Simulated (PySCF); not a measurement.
**Br$_{4}$Zr, SMILES `Br[Zr](Br)(Br)Br`: what the electrons do**

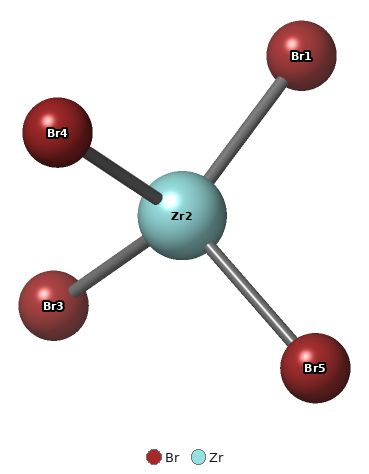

The molecule, with its atoms numbered as below. No frequency check shows the geometry to be a minimum.

Coordinates in Å:

```
Br1     -1.4075   -1.4614   -1.4332
Zr2     -0.0021    0.0002   -0.0003
Br3      1.4086    1.4614   -1.4332
Br4      1.4645   -1.4058    1.4333
Br5     -1.4633    1.4056    1.4334
```

Part 1: Bonding charge

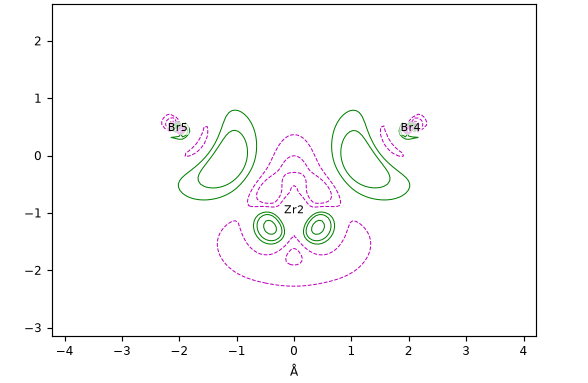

Deformation density (molecule less spherical, spin-averaged free atoms) in the plane of Zr2, Br4 and Br5; contours at ±0.05 to ±0.8 e/Å³; solid green lines: gain, dashed magenta lines: loss.

Computed with PySCF, ωB97X/def2-TZVP, geometry: GFN2-xTB. Core potentials replace the inner electrons of Zr; spin–orbit coupling isn't included. This is a single-reference result, which may miss multireference character in this system.

How much density has each bond in this plane gained at its critical point, relative to the free atoms?

Answer. Zr2–Br5: +0.11 e/Å³ at the bond critical point (bond length 2.48 Å, Mayer order 1.2). Zr2–Br4: +0.11 e/Å³ at the bond critical point (bond length 2.49 Å, Mayer order 1.2). In all, 1.2 electrons gather in the regions of gain relative to the promolecule. A small or negative value marks a very polar bond, one between electron-rich atoms, whose free-atom densities already overlap strongly, a long bond to a heavier atom, or a closed-shell contact such as a hydrogen bond.

Where do the Hirshfeld charges lie?

Answer. The highest Hirshfeld charge is on Zr2 (+0.55 e), the lowest on Br1, Br3, Br4 and Br5 (−0.14 e).

```csv
atom,charge (e)
Br1,−0.14
Zr2,+0.55
Br3,−0.14
Br4,−0.14
Br5,−0.14
```

Part 2: Bond critical points

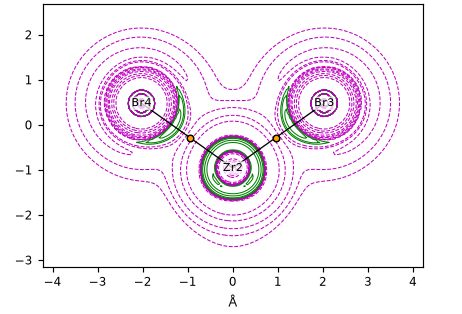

Negative Laplacian of the density (−∇²ρ) in the plane of Zr2, Br3 and Br4 (solid green lines positive, dashed magenta lines negative, contours at ±0.02 to ±8 a.u.), with bond paths and bond critical points (dots).

At which bond critical points in this plane is charge locally concentrated, and at which depleted?

Answer. At none is it concentrated. Depleted (∇²ρ > 0): Zr2–Br3 and Zr2–Br4 (+0.15 a.u., H = −0.025). A positive Laplacian with negative H is typical of metal–ligand bonds.

Where along Zr2–Br3 does the critical point lie?

Answer. 1.17 Å from Zr2 and 1.32 Å from Br3.

Part 3: Local ionisation energy

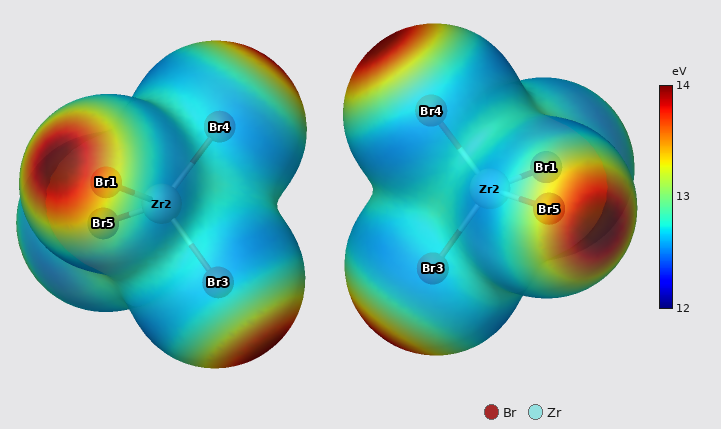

Average local ionisation energy on the surface of electron density 0.001 a.u. (back view left, front view right).

Where are the most loosely bound electrons on this surface?

Answer. The lowest value is 12.5 eV, 2.3 Å from Br4, and at like points elsewhere. For comparison, the highest occupied orbital lies at −11.2 eV.

What volume does the surface enclose, and what is the dipole moment?

Answer. About 192 Å³; the dipole moment is 0.0 D.

Part 4: In an electric field

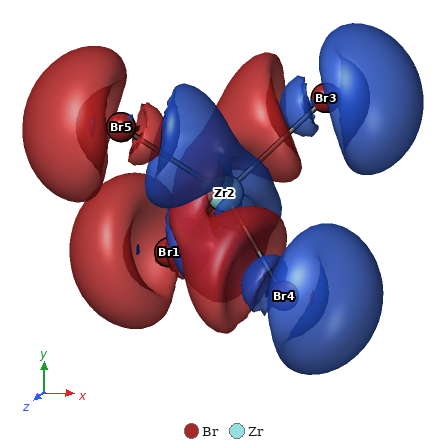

Change of the electron density in a uniform field of 0.21 V/Å, surfaces at ±0.0015 e/Å³ (red: gain, blue: loss).

PySCF calculation, ωB97X/def2-TZVP, gas phase; geometry: GFN2-xTB. Core potentials replace the inner electrons of Zr; spin–orbit coupling isn't included. This is a single-reference result, which may miss multireference character in this system. A basis without diffuse functions makes polarisabilities too small.

Along which Cartesian direction does the field point?

Answer. Along +x: electrons gather on the −x side, against the field.

How large is the response?

Answer. The induced dipole is 1.25 D (along the field); α along this axis, from the fields in both directions, is 123 bohr³ (18.2 Å³).

Which atoms gain and lose the most charge?

Answer. Electrons gather most on Br1 and Br5 alike (Hirshfeld charge changes by −0.020 e) and leave Br3 and Br4 alike most (+0.021 e); 0.092 electrons are displaced in all.
